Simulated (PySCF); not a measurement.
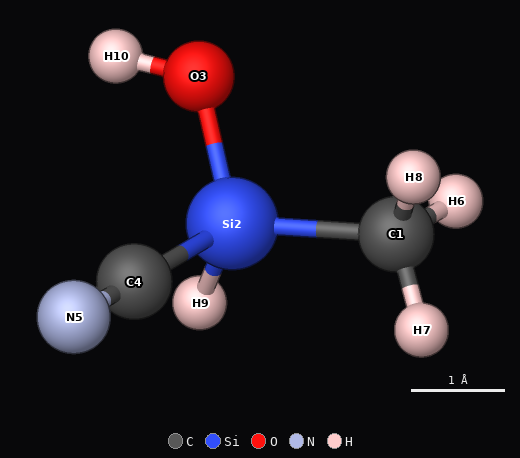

**Figure 1.** The structure (ball-and-stick view, seen at a tilt; atoms are numbered from 1 in the order of the input).

## C2H5NOSi: one change and its effect

System: C2H5NOSi.
Method of run 1: TDDFT PBE0/6-31G*, vertical, gas phase, core orbitals frozen in the response (PySCF 2.14.0).

The geometry comes from this level: PBE0-D3(BJ)/def2-SVP. Text and figures count atoms from 1; the logs count them from 0 in places.

### Input file, run 1
```
{"job": {"kind": "uv", "xc": "PBE0", "basis": "6-31G*"}, "charge": 0, "multiplicity": 1}
C     -1.431089    -0.142707     0.055144
Si     0.365168     0.206561     0.329642
O      0.747892     1.616492    -0.452951
C      1.370318    -1.186376    -0.416168
N      1.990822    -2.046708    -0.885347
H     -2.044106     0.659910     0.492625
H     -1.719567    -1.097316     0.519917
H     -1.646790    -0.197768    -1.022255
H      0.758016     0.238249     1.766652
H      1.658276     1.923824    -0.409428
```

The first line tells a small driver script what to run in PySCF; the rest is the geometry in Å.

Launched with:
```bash
OMP_NUM_THREADS=1 python <driver script> task.json out
```

Hardware: 1 CPU thread, shared host.

### Output (run 1)
```
coarse grid: 9048 points
cycle   1  E = -498.2728271823  dE =  4.083e-01  |g| = 7.623e-01  |ddm| = 2.980e+00
cycle   2  E = -498.0454952495  dE =  2.273e-01  |g| = 1.293e+00  |ddm| = 1.539e+00
cycle   3  E = -498.3830403367  dE = -3.375e-01  |g| = 2.221e-01  |ddm| = 1.061e+00
cycle   4  E = -498.3926691403  dE = -9.629e-03  |g| = 8.899e-02  |ddm| = 1.866e-01
cycle   5  E = -498.3943101825  dE = -1.641e-03  |g| = 2.244e-02  |ddm| = 7.265e-02
cycle   6  E = -498.3944287375  dE = -1.186e-04  |g| = 3.687e-03  |ddm| = 1.959e-02
cycle   7  E = -498.3944322936  dE = -3.556e-06  |g| = 7.959e-04  |ddm| = 3.922e-03
final grid: 83408 points
cycle   8  E = -498.3436070557  dE = -1.180e-05  |g| = 6.623e-03  |ddm| = 1.334e-02
cycle   9  E = -498.3435996571  dE =  7.399e-06  |g| = 8.959e-03  |ddm| = 1.231e-02
cycle  10  E = -498.3436172621  dE = -1.761e-05  |g| = 1.534e-03  |ddm| = 7.118e-03
cycle  11  E = -498.3436177572  dE = -4.951e-07  |g| = 3.985e-04  |ddm| = 1.127e-03
cycle  12  E = -498.3436177894  dE = -3.224e-08  |g| = 1.111e-04  |ddm| = 3.240e-04
cycle  13  E = -498.3436177919  dE = -2.499e-09  |g| = 3.009e-05  |ddm| = 1.008e-04
cycle  14  E = -498.3436177922  dE = -2.312e-10  |g| = 3.991e-06  |ddm| = 2.930e-05
converged SCF energy = -498.3436177922

Static polarisability (au): isotropic 45.452, principal 37.546 42.203 56.607

Singlet excitations
state   eV       nm        f      main configurations
  1   6.8799    180.2   0.00323   H->L 0.60, H-1->L 0.17, H-3->L 0.11
  2   7.2371    171.3   0.00694   H-1->L 0.58, H->L 0.27
  3   7.4162    167.2   0.00608   H-2->L 0.58, H->L+1 0.20
  4   7.4955    165.4   0.00201   H-2->L+1 0.55, H-1->L+1 0.19, H-1->L 0.11
  5   7.8557    157.8   0.00229   H-3->L 0.80
  6   7.9846    155.3   0.00224   H-1->L+1 0.35, H-2->L+1 0.30, H->L+1 0.23
  7   8.4426    146.9   0.04768   H-4->L 0.75, H->L+1 0.09
  8   8.5069    145.7   0.05899   H-3->L+1 0.46, H->L+1 0.25, H-4->L 0.16
  9   9.1075    136.1   0.18772   H-5->L 0.31, H-4->L+1 0.24, H-1->L+1 0.12
 10   9.1862    135.0   0.02062   H-4->L+1 0.53, H-5->L 0.36

Triplet excitations (Tamm-Dancoff, eV): 5.7153 6.2214 6.2829 6.5771
```

Run 2 used a changed input.

### The two runs side by side

| quantity | run 1 | run 2 |
| --- | --- | --- |
| outcome | converged | converged |
| total energy (hartree) | −498.343618 | −498.121223 |
| HOMO (eV) | −9.09 | −9.17 |
| LUMO (eV) | −0.42 | −0.48 |
| dipole moment (D) | 3.15 | 3.14 |
| lowest excitation (eV) | 6.88 | 6.92 |
| SCF iterations | 14 | 14 |
| strongest computed line (eV) | 9.11 | 9.03 |
| basis functions | 84 | 99 |
| wall time (shared host) | 11 s | 12 s |

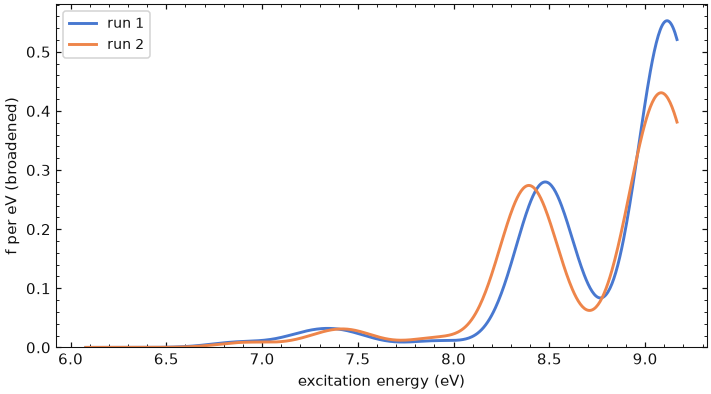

**Figure 2.** Absorption of the two runs from their computed states, each broadened by a Gaussian of 0.35 eV full width; the range ends where the shorter list of states ends.

What was changed in the input?

The change (lines with − go, lines with + come):
```diff
-"basis": "6-31G*"
+"basis": "def2-SVP"
```

The total energy of run 2 is 139.6 kcal/mol higher, which measures the change of basis and not a stability. The HOMO goes from −9.09 to −9.17 eV. The LUMO goes from −0.42 to −0.48 eV. The lowest excitation goes from 6.88 to 6.92 eV. The strongest computed line goes from 9.11 to 9.03 eV. The number of SCF iterations is the same. The basis functions go from 84 to 99.

### Output (run 2)
```
coarse grid: 9048 points
cycle   1  E = -497.9337955355  dE =  3.711e-01  |g| = 7.592e-01  |ddm| = 3.248e+00
cycle   2  E = -497.6954619499  dE =  2.383e-01  |g| = 1.310e+00  |ddm| = 1.747e+00
cycle   3  E = -498.0423846032  dE = -3.469e-01  |g| = 2.186e-01  |ddm| = 1.223e+00
cycle   4  E = -498.0515612707  dE = -9.177e-03  |g| = 9.014e-02  |ddm| = 1.907e-01
cycle   5  E = -498.0532539805  dE = -1.693e-03  |g| = 2.221e-02  |ddm| = 7.546e-02
cycle   6  E = -498.0533702295  dE = -1.162e-04  |g| = 3.747e-03  |ddm| = 2.112e-02
cycle   7  E = -498.0533738869  dE = -3.657e-06  |g| = 8.600e-04  |ddm| = 4.266e-03
final grid: 83408 points
cycle   8  E = -498.1212109219  dE = -1.017e-05  |g| = 7.117e-03  |ddm| = 1.563e-02
cycle   9  E = -498.1212001390  dE =  1.078e-05  |g| = 1.017e-02  |ddm| = 1.433e-02
cycle  10  E = -498.1212219834  dE = -2.184e-05  |g| = 1.518e-03  |ddm| = 8.612e-03
cycle  11  E = -498.1212224800  dE = -4.966e-07  |g| = 3.839e-04  |ddm| = 1.154e-03
cycle  12  E = -498.1212225099  dE = -2.996e-08  |g| = 9.906e-05  |ddm| = 3.197e-04
cycle  13  E = -498.1212225120  dE = -2.078e-09  |g| = 2.191e-05  |ddm| = 9.052e-05
cycle  14  E = -498.1212225122  dE = -1.352e-10  |g| = 3.132e-06  |ddm| = 2.527e-05
converged SCF energy = -498.1212225122

Static polarisability (au): isotropic 46.880, principal 39.317 44.276 57.048

Singlet excitations
state   eV       nm        f      main configurations
  1   6.9184    179.2   0.00310   H->L 0.62, H-1->L 0.13, H-3->L 0.13
  2   7.2818    170.3   0.00323   H-1->L 0.54, H->L 0.25
  3   7.4376    166.7   0.00819   H-2->L 0.44, H->L+1 0.26, H-2->L+1 0.12
  4   7.5059    165.2   0.00164   H-2->L+1 0.43, H-1->L+1 0.21, H-1->L 0.17
  5   7.8673    157.6   0.00143   H-3->L 0.59, H-1->L+1 0.14, H->L+1 0.09
  6   7.9282    156.4   0.00451   H-2->L+1 0.26, H-1->L+1 0.25, H-3->L 0.21
  7   8.3774    148.0   0.08468   H-3->L+1 0.44, H->L+1 0.31, H-1->L+1 0.08
  8   8.4665    146.4   0.02013   H-4->L 0.82
  9   9.0281    137.3   0.10309   H-4->L+1 0.73, H-1->L+1 0.13
 10   9.1663    135.3   0.07510   H-5->L 0.62

Triplet excitations (Tamm-Dancoff, eV): 5.7427 6.2506 6.2979 6.5719
```
